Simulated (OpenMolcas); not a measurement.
**W⁵⁺ among point charges: CASSCF and CASPT2 levels and susceptibility**

Aim: the splitting of the states of W⁵⁺ in the field of 5 point charges, its lowest levels with spin-orbit coupling and its magnetic susceptibility.

Method: state-averaged CASSCF and CASPT2, spin-orbit coupling by RASSI with atomic mean-field integrals. Code: OpenMolcas 26.06.

## (1) What is computed

| Quantity | Value |
| --- | --- |
| Species | W⁵⁺ (tungsten, Z = 74, 69 electrons) |
| Basis | ANO-RCC-VTZP [8s7p5d3f2g1h], 104 functions |
| Scalar Hamiltonian | DKH2, point nucleus |
| Inactive shells | 1s 2s 2p 3s 3p 3d 4s 4p 4d 4f 5s 5p |
| Active space | 1 electron in 5 orbitals (5d) |
| Some configurations of this space | 5d |
| Orbitals | optimised for each spin and parity, averaged over all roots |

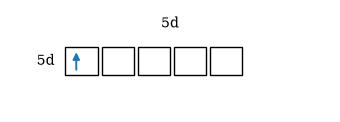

The shells outside the core, filled by Hund's rule for the drawing.

The ion sits among 5 point charges of -2 e arranged as a square pyramid (C4v), 1.82 Å from the ion, with the axial distance 1.984 Å.

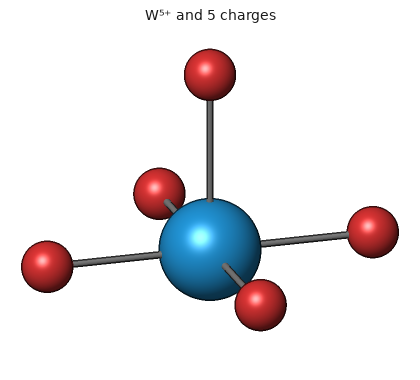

The ion and the point charges (red).

The work runs as a chain of OpenMolcas steps in one folder; each step below is one input file. Labels, J, g values, rates, χT and fits are worked out afterwards by a script from the matrices that RASSI stores.

## (2) One- and two-electron integrals

a.inp reads:

```
&GATEWAY
Coord
1

W 0.0 0.0 0.0
Basis=ANO-RCC-VTZP
Group=NoSym
NoMove
AngMom=0.0 0.0 0.0
AMFI
XField
5 Angstrom 0
1.820000 0.000000 0.000000 -2.000000
0.000000 1.820000 0.000000 -2.000000
-1.820000 0.000000 0.000000 -2.000000
0.000000 -1.820000 0.000000 -2.000000
0.000000 0.000000 1.983800 -2.000000
&SEWARD
```

Command:

```sh
$ OMP_NUM_THREADS=1 MOLCAS_MEM=1689 MOLCAS_PROJECT=a pymolcas a.inp > a.log
```

## (3) Reference wave functions, doublets, 5 roots

a.inp reads:

```
&RASSCF
FileOrb=start.orb
Symmetry=1
Spin=2
nActEl=1 0 0
Inactive=34
Ras2=5
CIRoot=5 5 1
SDav=5
CIMx=300
Iter=120 100
PrWF=0.3
OrbListing=Nothing
MaxOrb=0
>>> COPY $Project.JobIph JOB001
```

start.orb holds the contracted functions of the basis, ordered by shell, or the orbitals of the step before.

## (4) RASSI: spin-orbit coupling between the states

a.inp reads:

```
&RASSI
NrOfJobIphs=1 5
1 2 3 4 5
IphNames
JOB001
EJob
SpinOrbit
DIPRint=1.0
SOCoupling=1000.0
Subsets=2
Property=9
'ANGMOM' 1 'ANGMOM' 2 'ANGMOM' 3 'MLTPL  1' 1 'MLTPL  1' 2 'MLTPL  1' 3
'AMFI' 1 'AMFI' 2 'AMFI' 3
SOProperty=3
'ANGMOM' 1 'ANGMOM' 2 'ANGMOM' 3
```

## (5) CASPT2: IPEA 0.25, imaginary shift 0.1 (closed shells correlated: 4f 5s 5p)

a.inp reads:

```
>>> COPY JOB001 $Project.JobIph
&CASPT2
Multistate=5 1 2 3 4 5
NoMult
Frozen=23
IPEA=0.25
Imaginary=0.1
MaxIter=60
WThr=0.0 0.3 0.05
PrWF=0.5
NoMix
```

(Steps that only read results are left out.)

Q: Predict the outcome of this session. Wanted: spin-free ground state; first state of the same spin within the active space; lowest level; next level.

The runs gave:

| quantity | value |
| --- | --- |
| method | SS-CASPT2, IPEA 0.25, imaginary shift 0.1 (closed shells correlated: 4f 5s 5p) |
| spin-free ground state | doublet, 1-fold in its orbital part |
| first state of the same spin within the active space | doublet at 8300 cm⁻¹ |
| lowest level | 2-fold, g = 0.16, 0.16, 1.69 |
| next level | 9631.4 cm⁻¹ |
| χT at 300 K | 0.11 cm³ K/mol |
| effective moment at 300 K | 0.93 μB |

Cost by method:

| method | time of its own steps | time with the reference |
| --- | --- | --- |
| A. CASSCF | 7.2 s | 7.2 s |
| B. SS-CASPT2, IPEA 0.25, imaginary shift 0.1, +4f 5s 5p | 6.9 s | 14 s |

Times are of one thread on a shared host.

In words: The spin-free ground state (doublet) comes to 100 % from free-ion D terms and keeps the highest spin of the shell. χT at 300 K is 0.11, against 0.38 cm³ K/mol for the spin alone, so orbital moment lowers it. The field of point charges can differ much from that of real complexes. This is an electrostatic model: the charges have no orbitals.
